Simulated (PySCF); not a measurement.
**C2H14ClNSi4: density, localisation and related maps**

```xyz
22

C    -2.1775    1.0791    0.1042
C    -2.0920   -0.3312    0.6784
Si   -1.4080   -1.5915   -0.5811
Si    0.6547   -0.8881   -1.3543
Cl    1.8901   -2.4360   -1.7761
N     1.4394    0.1016   -0.1431
Si    1.9603   -0.6084    1.3645
Si    1.8592    1.7724   -0.4093
H    -1.1895    1.4369   -0.1828
H    -2.5887    1.7732    0.8360
H    -2.8177    1.0982   -0.7756
H    -1.4454   -0.3149    1.5584
H    -3.0805   -0.6372    1.0246
H    -1.4018   -2.9133    0.0685
H    -2.3797   -1.7020   -1.6849
H     0.6718   -0.0878   -2.5814
H     1.5648    0.3024    2.4385
H     3.4124   -0.7863    1.3492
H     1.2661   -1.8891    1.4952
H     1.1137    2.2182   -1.5845
H     1.4356    2.5227    0.7724
H     3.3021    1.9003   -0.6177
```

Geometry: GFN2-xTB.

The calculation used PBE0/pcSseg-1, SCF density, gas phase, non-relativistic in PySCF 2.14.0.

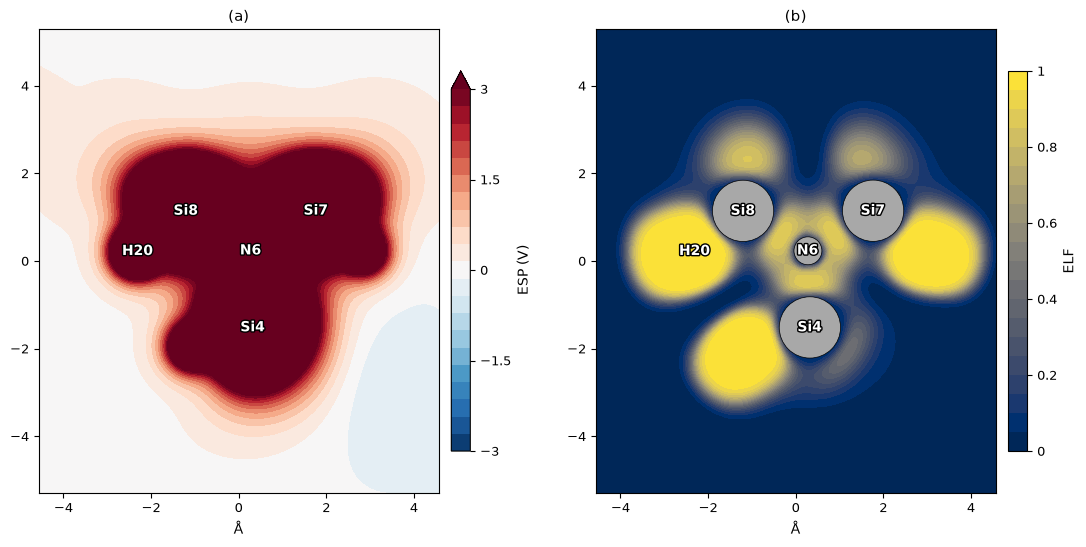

Figure 1. (a) molecular electrostatic potential; (b) electron localisation function on the plane of atoms Si4, N6 and Si7. Grey discs cover the atomic cores in the ELF map.

Describe what can be read from this map.

The plane passes through Si, N and H nuclei.
Si–N (1.74 Å): the ELF peaks at about 0.90 between the atoms: a shared but strongly polarised pair.
Si–H (1.46 Å): the ELF climbs to about 1 towards the hydrogen, as it does in any bond to H.
The potential has no marked negative region in this plane.

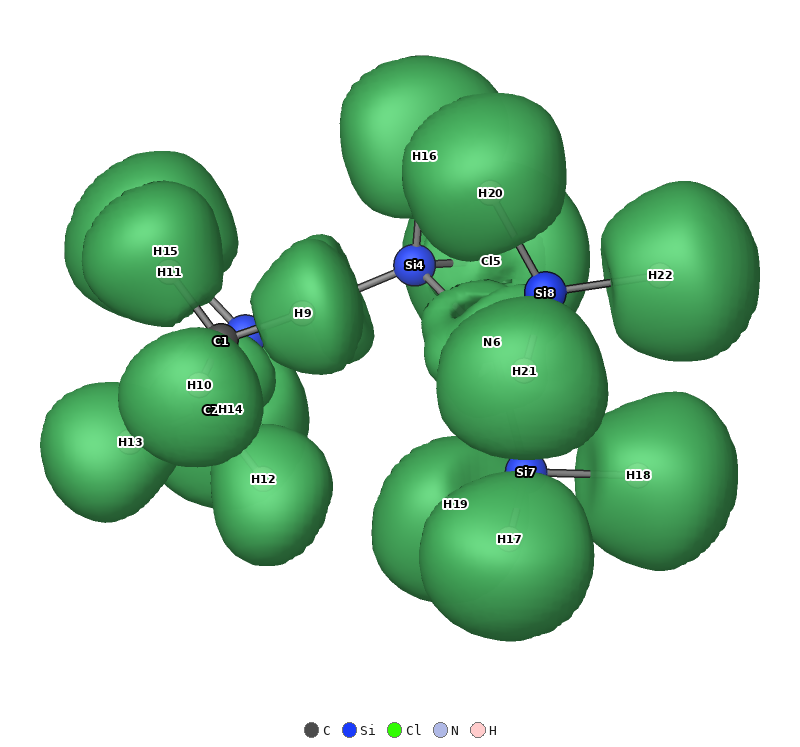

Figure 2. Isosurface of the ELF at 0.8 (green), seen from one side. Only the valence region is drawn (cores and ρ < 0.01 e/Å³ removed).

Identify the bonds, lone pairs and shells in this picture.

At this value the surface marks out one region between bonded C–C atoms (shared pairs), one region between bonded C–Si atoms (shared pairs), one region between bonded Si–Si atoms (shared pairs), 14 regions around hydrogen nuclei, one region on Cl in which the atom's valence shell and bonds are merged and one region on N in which the atom's valence shell and bonds are merged. Profiles from the grid: C–C (1.53 Å): the ELF peaks at about 0.95 between the atoms; localised, covalent bonding.

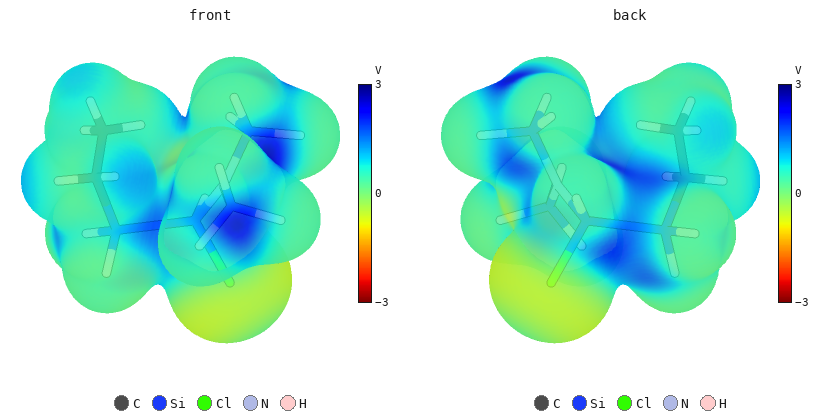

Figure 3. The electrostatic potential painted on the density surface at 0.004 e/bohr³, seen from the front and from behind; the colour scale runs from red (negative) to blue (positive).

Which sites attract a positive test charge, and which a negative one?

A positive charge is drawn to the negative regions and a negative charge to the positive ones. The most negative region (about −0.5 V) lies over Cl5, the most positive (about +2.4 V) over Si7 and Si8.
